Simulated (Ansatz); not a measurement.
**BrFHSi with multiplicity 2: inversion of the pyramid at Si2**

How high is the barrier for the inversion of the pyramid at Si2? Relax the two ends, then run a nudged elastic band between them. SMILES of the start: F[SiH]Br.

Method: UKS PBE0-D4/def2-SVPD, in Ansatz 0.2.0.

### 1 The structure to begin with

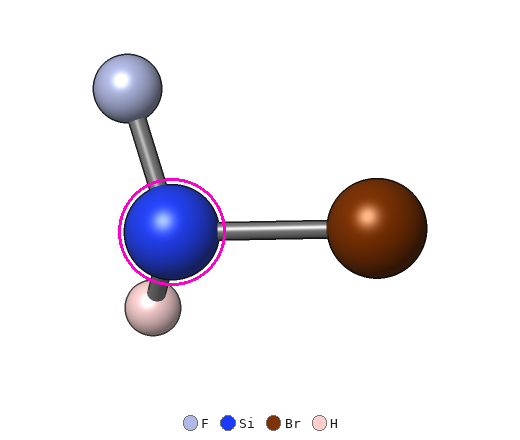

Start, viewed from a chosen angle; fluorine light blue, silicon blue, bromine brown, hydrogen pink. Ringed: Si2.

As a file:

```xyz
4

F    -1.0540   -0.3260    1.1033
Si   -0.3141   -0.2426   -0.3033
Br    1.8037   -0.6181    0.0751
H    -0.3801    1.1264   -0.8954
```

### 2 End point A

input.yaml reads:

```yaml
crystal:
  periodic: [false, false, false]
  atoms:
    - { symbol: F, position_ang: [-1.054, -0.326, 1.1033] }
    - { symbol: Si, position_ang: [-0.3141, -0.2426, -0.3033] }
    - { symbol: Br, position_ang: [1.8037, -0.6181, 0.0751] }
    - { symbol: H, position_ang: [-0.3801, 1.1264, -0.8954] }
magnetization:
  spin_polarized: true
  initial_magnetization: 1
basis:
  gaussian: { orbitals: def2-SVPD }
hamiltonian:
  xc: pbe0
  dispersion: d4
relax:
  f_tol: 0.015
  max_steps: 40
```

On the command line:

```bash
> ansatz run input.yaml --threads 2 --pin off --max-ram 3072MiB --backend cpu --events-out ev --progress --plain --runs-dir out
```

Output, shortened:

```text
Warning: RAYON_NUM_THREADS=2 ignored (pool sized by the plan → 2); use --threads N
[...]
Functional definition: PBE0
[...]
956 factors; integrals over basis functions are off by at most 4.3e-4 eV
[...]
mean field -80631.56770507 eV, -2963.1554591219 hartree, gradient 4.3e-5 eV, S^2 0.752203; 0 other end points of the search recorded, 0 dependent functions left out
[...]
reference -80631.56774154 eV, -2963.1554604621 hartree; 30, 29 occupied and 66, 67 virtual orbitals, 956 factors
relax step   1: F+E_penalty+E_count = -80631.63887657 eV  Δ(F+E_penalty+E_count) = +0.000e0 eV  max|allowed force component| = 1.543e0 eV/Å  Δτ_max = 0.0000 Å  (27 SCF iters, accepted)
[...]
relax step   5: F+E_penalty+E_count = -80631.70700668 eV  Δ(F+E_penalty+E_count) = +1.408e-5 eV  max|allowed force component| = 5.182e-2 eV/Å  Δτ_max = 0.0071 Å  (29 SCF iters, rejected (line search))
[...]
relax step   6: F+E_penalty+E_count = -80631.70719296 eV  Δ(F+E_penalty+E_count) = -1.722e-4 eV  max|allowed force component| = 2.315e-3 eV/Å  Δτ_max = 0.0029 Å  (26 SCF iters, accepted)
956 factors; integrals over basis functions are off by at most 4.7e-4 eV
mean field -80631.63666914 eV, -2963.1579935046 hartree, gradient 1.4e-5 eV, S^2 0.752324; 1 other end points of the search recorded, 0 dependent functions left out
[...]
reference -80631.63670573 eV, -2963.1579948491 hartree; 30, 29 occupied and 66, 67 virtual orbitals, 956 factors
Total energy: -80631.70722954 eV, -2963.1605865515 hartree
Atom 0 at    -1.090208    -0.287143     1.099361 Å, force     0.001539     0.001183    -0.002315 eV/Å
Atom 1 at    -0.286377    -0.257849    -0.327317 Å, force    -0.000225     0.000455     0.000094 eV/Å
Atom 2 at     1.862790    -0.646773     0.074972 Å, force    -0.000026    -0.000484     0.000585 eV/Å
Atom 3 at    -0.430705     1.131465    -0.867316 Å, force    -0.001288    -0.001153     0.001637 eV/Å
Dipole moment:    -0.038582     0.068628    -0.286251 e Å
```

Wall time 18 s (2 threads of Intel Xeon Platinum 8488C (Sapphire Rapids), shared host); peak memory 0.29 GiB.

The steps of the relaxation:

```csv
step,energy from step 1 (eV),largest force component (eV/Å)
1,0.0000,1.5432
2,-0.0511,0.9273
3,-0.0672,0.1966
4,-0.0681,0.0767
5x,-0.0681,0.0518
6,-0.0683,0.0023
```

Step 1 is the start. 1 step was tried and not accepted (marked x).

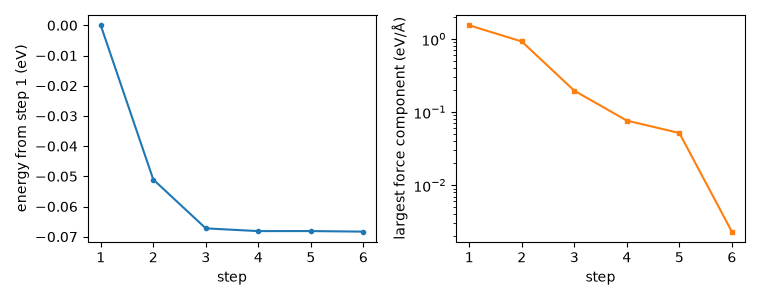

How energy and force went from step to step.

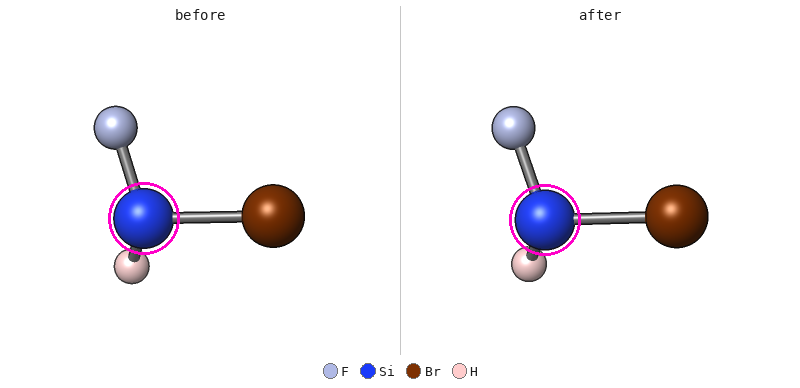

The structure before (left) and after (right), drawn at the same scale.

After: Bond lengths: F1–Si2 1.638 Å, Si2–Br3 2.221 Å, Si2–H4 1.498 Å. Angles: F1–Si2–Br3 108.3°, F1–Si2–H4 106.5°, Br3–Si2–H4 108.7°.

### 3 End point B

The second end starts from a geometry with the move made by hand.

input.yaml reads:

```yaml
crystal:
  periodic: [false, false, false]
  atoms:
    - { symbol: F, position_ang: [-1.60997, -0.59107, 0.5524] }
    - { symbol: Si, position_ang: [-0.3141, -0.2426, -0.3033] }
    - { symbol: Br, position_ang: [-0.29096, -1.61678, -2.00046] }
    - { symbol: H, position_ang: [-0.3801, 1.1264, -0.8954] }
magnetization:
  spin_polarized: true
  initial_magnetization: 1
basis:
  gaussian: { orbitals: def2-SVPD }
hamiltonian:
  xc: pbe0
  dispersion: d4
relax:
  f_tol: 0.015
  max_steps: 40
```

On the command line:

```bash
> ansatz run input.yaml --threads 2 --pin off --max-ram 3072MiB --backend cpu --events-out ev --progress --plain --runs-dir out
```

Output, shortened:

```text
Warning: RAYON_NUM_THREADS=2 ignored (pool sized by the plan → 2); use --threads N
[...]
[... 1 set-up line as earlier in the session ...]
[...]
956 factors; integrals over basis functions are off by at most 4.3e-4 eV
[...]
mean field -80631.56770558 eV, -2963.1554591405 hartree, gradient 4.3e-5 eV, S^2 0.752203; 0 other end points of the search recorded, 0 dependent functions left out
[...]
reference -80631.56774205 eV, -2963.1554604807 hartree; 30, 29 occupied and 66, 67 virtual orbitals, 956 factors
relax step   1: F+E_penalty+E_count = -80631.63887708 eV  Δ(F+E_penalty+E_count) = +0.000e0 eV  max|allowed force component| = 1.451e0 eV/Å  Δτ_max = 0.0000 Å  (26 SCF iters, accepted)
[...]
relax step   5: F+E_penalty+E_count = -80631.70703526 eV  Δ(F+E_penalty+E_count) = -1.451e-5 eV  max|allowed force component| = 5.368e-2 eV/Å  Δτ_max = 0.0068 Å  (30 SCF iters, accepted)
[...]
relax step   6: F+E_penalty+E_count = -80631.70719352 eV  Δ(F+E_penalty+E_count) = -1.583e-4 eV  max|allowed force component| = 1.411e-3 eV/Å  Δτ_max = 0.0043 Å  (25 SCF iters, accepted)
956 factors; integrals over basis functions are off by at most 4.7e-4 eV
mean field -80631.63666924 eV, -2963.1579935081 hartree, gradient 9.2e-6 eV, S^2 0.752324; 1 other end points of the search recorded, 0 dependent functions left out
[...]
reference -80631.63670582 eV, -2963.1579948526 hartree; 30, 29 occupied and 66, 67 virtual orbitals, 956 factors
Total energy: -80631.70723011 eV, -2963.1605865722 hartree
Atom 0 at    -1.626589    -0.542860     0.567706 Å, force     0.001276     0.000916    -0.001411 eV/Å
Atom 1 at    -0.283267    -0.256408    -0.324362 Å, force    -0.000480     0.000840     0.000201 eV/Å
Atom 2 at    -0.272925    -1.665072    -2.041170 Å, force    -0.000132    -0.000748    -0.000191 eV/Å
Atom 3 at    -0.412349     1.140290    -0.848934 Å, force    -0.000664    -0.001008     0.001401 eV/Å
Dipole moment:     0.223556     0.193550    -0.026564 e Å
```

Run time: 17 s. Hardware: 2 threads of Intel Xeon Platinum 8488C (Sapphire Rapids), shared host; peak memory 0.3 GiB.

Relaxation path:

```csv
step,energy from step 1 (eV),largest force component (eV/Å)
1,0.0000,1.4506
2,-0.0511,0.9203
3,-0.0672,0.2083
4,-0.0681,0.0825
5,-0.0682,0.0537
6,-0.0683,0.0014
```

Step 1 is the start.

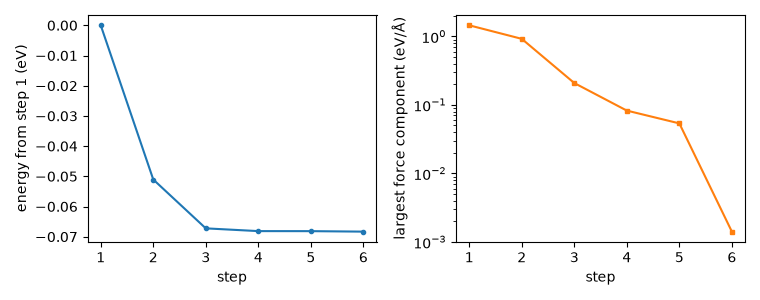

Energy and largest force along the relaxation.

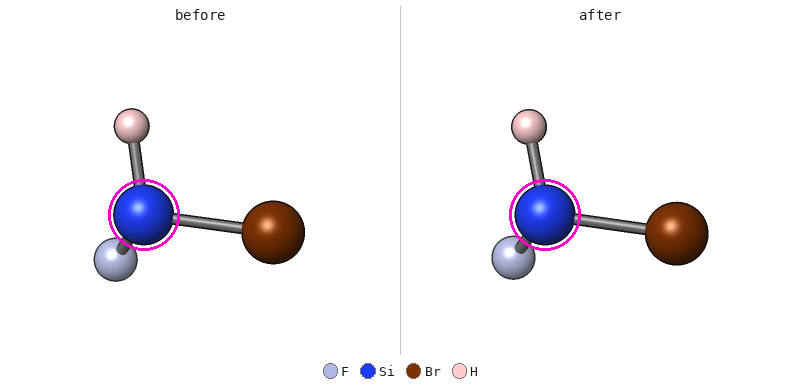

Before and after, at one scale.

After: Bond lengths: F1–Si2 1.638 Å, Si2–Br3 2.221 Å, Si2–H4 1.498 Å. Angles: F1–Si2–Br3 108.3°, F1–Si2–H4 106.5°, Br3–Si2–H4 108.7°.

### 4 The band

crystal.atoms is end A as relaxed above, and neb.final_atoms is end B, turned to lie on A. With 5 inner images the band has 7 in all.

input.yaml reads:

```yaml
crystal:
  periodic: [false, false, false]
  atoms:
    - { symbol: F, position_ang: [-1.090208, -0.287143, 1.099361] }
    - { symbol: Si, position_ang: [-0.286377, -0.257849, -0.327317] }
    - { symbol: Br, position_ang: [1.86279, -0.646773, 0.074972] }
    - { symbol: H, position_ang: [-0.430705, 1.131465, -0.867316] }
magnetization:
  spin_polarized: true
  initial_magnetization: 1
basis:
  gaussian: { orbitals: def2-SVPD }
hamiltonian:
  xc: pbe0
  dispersion: d4
neb:
  order_check: false
  images: 5
  f_tol: 0.05
  max_iterations: 60
  initial_path: idpp
  final_atoms:
    - { symbol: F, position_ang: [-1.18324295, -0.52728693, 0.8987762] }
    - { symbol: Si, position_ang: [-0.02258699, 0.42235975, 0.24044272] }
    - { symbol: Br, position_ang: [1.79896478, -0.81139487, -0.06232718] }
    - { symbol: H, position_ang: [-0.53763485, 0.85602205, -1.09719174] }
```

On the command line:

```bash
> ansatz run input.yaml --threads 2 --pin off --max-ram 3072MiB --backend cpu --events-out ev --progress --plain --runs-dir out
```

Output, shortened:

```text
Warning: RAYON_NUM_THREADS=2 ignored (pool sized by the plan → 2); use --threads N
[...]
[... 1 set-up line as earlier in the session ...]
[...]
956 factors; integrals over basis functions are off by at most 4.7e-4 eV
[...]
mean field -80631.63666785 eV, -2963.1579934570 hartree, gradient 5.0e-5 eV, S^2 0.752324; 0 other end points of the search recorded, 0 dependent functions left out
[...]
reference -80631.63670442 eV, -2963.1579948012 hartree; 30, 29 occupied and 66, 67 virtual orbitals, 956 factors
956 factors; integrals over basis functions are off by at most 3.5e-4 eV
[...]
mean field -80631.63666790 eV, -2963.1579934591 hartree, gradient 5.1e-5 eV, S^2 0.752324; 0 other end points of the search recorded, 0 dependent functions left out
[...]
reference -80631.63670448 eV, -2963.1579948033 hartree; 30, 29 occupied and 66, 67 virtual orbitals, 956 factors
[...]
reference -80631.45503766 eV, -2963.1513186706 hartree; 30, 29 occupied and 66, 67 virtual orbitals, 956 factors
NEB iter   1: max|band force component| = 1.390e0 eV/Å  barrier→ = 1.0747 eV  barrier← = 1.0747 eV  Δτ_max = 0.0673 Å  (193 SCF iters)
[...]
NEB iter   3: max|band force component| = 1.721e-1 eV/Å  barrier→ = 1.0008 eV  barrier← = 1.0008 eV  CI = image 3  Δτ_max = 0.0040 Å  (148 SCF iters)
[...]
NEB iter   4: max|band force component| = 2.133e-2 eV/Å  barrier→ = 1.0000 eV  barrier← = 1.0000 eV  CI = image 3  Δτ_max = 0.0000 Å  (277 SCF iters)
Total energy: -80630.70726241 eV, -2963.1238384372 hartree
Atom 0 at    -1.119139    -0.365888     1.120922 Å, force    -0.012353    -0.002828     0.011334 eV/Å
Atom 1 at    -0.092189     0.113621    -0.054153 Å, force     0.021309    -0.007592    -0.007641 eV/Å
Atom 2 at     1.737260    -1.064984    -0.203373 Å, force    -0.004772     0.003534    -0.000041 eV/Å
Atom 3 at    -0.470432     1.256951    -0.883695 Å, force    -0.004184     0.006887    -0.003653 eV/Å
Dipole moment:     0.084369     0.149327    -0.201674 e Å
this run last wrote the band of iteration 4 to <dir>
```

It took 59 s on 2 threads of Intel Xeon Platinum 8488C (Sapphire Rapids), shared host; peak memory 0.3 GiB.

### 5 The band, image by image

Images 0 and 6 are the ends. Energies count from image 0; the path length is the program's own measure over all atoms.

| image | path (Å) | energy (eV) | sum of angles at Si2 (°) | band force (eV/Å) |
| --- | --- | --- | --- | --- |
| 0 | 0.000 | 0.0000 | 323.5 | - |
| 1 | 0.197 | 0.1356 | 340.8 | 0.018 |
| 2 | 0.394 | 0.5871 | 354.8 | 0.020 |
| 3* | 0.590 | 1.0000 | 360.0 | 0.021 |
| 4 | 0.787 | 0.5871 | 354.8 | 0.021 |
| 5 | 0.983 | 0.1356 | 340.8 | 0.019 |
| 6 | 1.180 | 0.0000 | 323.5 | - |

The star marks the climbing image.

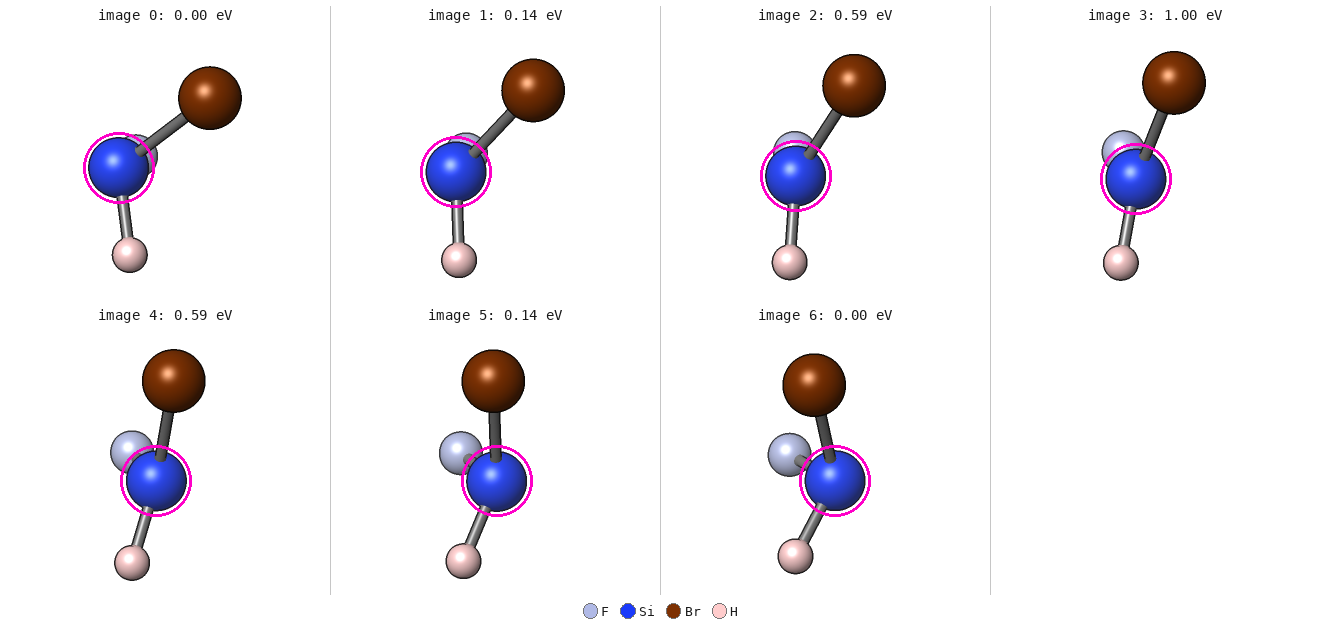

Snapshots along the band, viewed from a free direction. Ringed: Si2. Sticks join atoms closer than a bonding distance in each image.

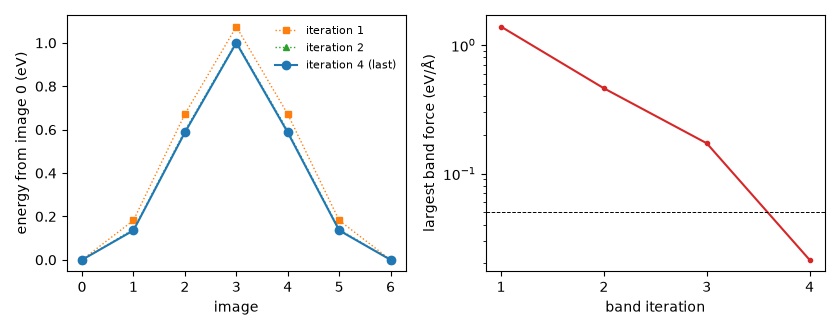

Left: energy of each image for early iterations and the last one (lines only join the points; early values far above the last band run off the scale). Right: the largest band force by iteration, with the threshold dashed.

How the highest energy settled:

```csv
iteration,highest image above image 0 (eV),largest band force (eV/Å)
1,1.0747,1.390
2,1.0049,0.461
3,1.0008,0.172
4,1.0000,0.021
```

Positions of all images (Å):

```xyz
4
image=0 dE=0.0000
F    -1.090   -0.287    1.099
Si   -0.286   -0.258   -0.327
Br    1.863   -0.647    0.075
H    -0.431    1.131   -0.867
4
image=1 dE=0.1356
F    -1.093   -0.315    1.124
Si   -0.238   -0.137   -0.261
Br    1.860   -0.812    0.008
H    -0.473    1.204   -0.891
4
image=2 dE=0.5871
F    -1.109   -0.344    1.131
Si   -0.172   -0.008   -0.163
Br    1.814   -0.949   -0.093
H    -0.478    1.241   -0.896
4
image=3 dE=1.0000
F    -1.119   -0.366    1.121
Si   -0.092    0.114   -0.054
Br    1.737   -1.065   -0.203
H    -0.470    1.257   -0.884
4
image=4 dE=0.5871
F    -1.131   -0.375    1.100
Si   -0.009    0.215    0.070
Br    1.654   -1.168   -0.322
H    -0.459    1.267   -0.869
4
image=5 dE=0.1356
F    -1.134   -0.371    1.066
Si    0.081    0.300    0.196
Br    1.547   -1.241   -0.441
H    -0.438    1.252   -0.841
4
image=6 dE=0.0000
F    -1.140   -0.356    1.027
Si    0.153    0.350    0.312
Br    1.429   -1.247   -0.556
H    -0.386    1.193   -0.803
```

### 6 Frequencies at the highest image

The geometry is the highest inner image of the first converged band.

input.yaml reads:

```yaml
crystal:
  periodic: [false, false, false]
  atoms:
    - { symbol: F, position_ang: [-1.119139, -0.365888, 1.120922] }
    - { symbol: Si, position_ang: [-0.092189, 0.113621, -0.054153] }
    - { symbol: Br, position_ang: [1.73726, -1.064984, -0.203373] }
    - { symbol: H, position_ang: [-0.470432, 1.256951, -0.883695] }
magnetization:
  spin_polarized: true
  initial_magnetization: 1
basis:
  gaussian: { orbitals: def2-SVPD }
hamiltonian:
  xc: pbe0
  dispersion: d4
phonons: {}
```

On the command line:

```bash
> ansatz run input.yaml --threads 2 --pin off --max-ram 3072MiB --backend cpu --events-out ev --progress --plain --runs-dir out
```

Output, shortened:

```text
Warning: RAYON_NUM_THREADS=2 ignored (pool sized by the plan → 2); use --threads N
[...]
[... 1 set-up line as earlier in the session ...]
[...]
956 factors; integrals over basis functions are off by at most 5.7e-4 eV
[...]
mean field -80630.63753575 eV, -2963.1212760298 hartree, gradient 6.1e-5 eV, S^2 0.757724; 0 other end points of the search recorded, 0 dependent functions left out
[...]
reference -80630.63757339 eV, -2963.1212774130 hartree; 30, 29 occupied and 66, 67 virtual orbitals, 956 factors
[...]
956 factors; integrals over basis functions are off by at most 5.7e-4 eV
mean field -80630.63745389 eV, -2963.1212730214 hartree, gradient 1.5e-6 eV, S^2 0.757723; 0 other end points of the search recorded, 0 dependent functions left out
[...]
reference -80630.63749153 eV, -2963.1212744045 hartree; 30, 29 occupied and 66, 67 virtual orbitals, 956 factors
[...]
956 factors; integrals over basis functions are off by at most 5.7e-4 eV
[...]
956 factors; integrals over basis functions are off by at most 5.7e-4 eV
mean field -80630.63754814 eV, -2963.1212764851 hartree, gradient 2.8e-6 eV, S^2 0.757730; 0 other end points of the search recorded, 0 dependent functions left out
[...]
reference -80630.63758578 eV, -2963.1212778684 hartree; 30, 29 occupied and 66, 67 virtual orbitals, 956 factors
WARN: phonons: modes at or below zero, which the zero-point energy, F, S and C_V leave out: 1, the lowest at -1129.37 cm⁻¹. A minimum has none, and a first-order saddle one
Total energy: -80630.70726130 eV, -2963.1238383963 hartree
Atom 0 at    -1.119139    -0.365888     1.120922 Å, force    -0.012356    -0.002885     0.011380 eV/Å
Atom 1 at    -0.092189     0.113621    -0.054153 Å, force     0.021318    -0.007522    -0.007680 eV/Å
Atom 2 at     1.737260    -1.064984    -0.203373 Å, force    -0.004788     0.003518    -0.000024 eV/Å
Atom 3 at    -0.470432     1.256951    -0.883695 Å, force    -0.004175     0.006888    -0.003675 eV/Å
Dipole moment:     0.084371     0.149326    -0.201675 e Å
Vibrations: -1129.37 195.19 459.73 711.73 879.99 2380.49 cm⁻¹, zero-point energy 0.286846 eV
```

It took 30 s on 2 threads of Intel Xeon Platinum 8488C (Sapphire Rapids), shared host; peak memory 0.29 GiB.

Of 6 modes, 1 is imaginary by more than 30 cm⁻¹ (1129i cm⁻¹).

### 7 Summary of results

| quantity | value |
| --- | --- |
| end A | 4 moves, 0.068 eV lower |
| end B | 5 moves, 0.068 eV lower |
| barrier forwards | 1.00 eV |
| barrier backwards | 1.00 eV |
| second end relative to first | 0.000 eV |
| highest image | 3 of 0 to 6, climbing |
| band iterations | 4 |
| imaginary modes at the top | 1129i cm⁻¹ |

The top lies 1.00 eV above the first end, or 39 kT at room temperature, which at an assumed attempt frequency of 10^13 s⁻¹ means a rate near 10^-4 s⁻¹. Both ends agree in energy to 1 meV. One imaginary mode, as a first-order saddle point has. These are electronic energies, with no zero-point or thermal terms.
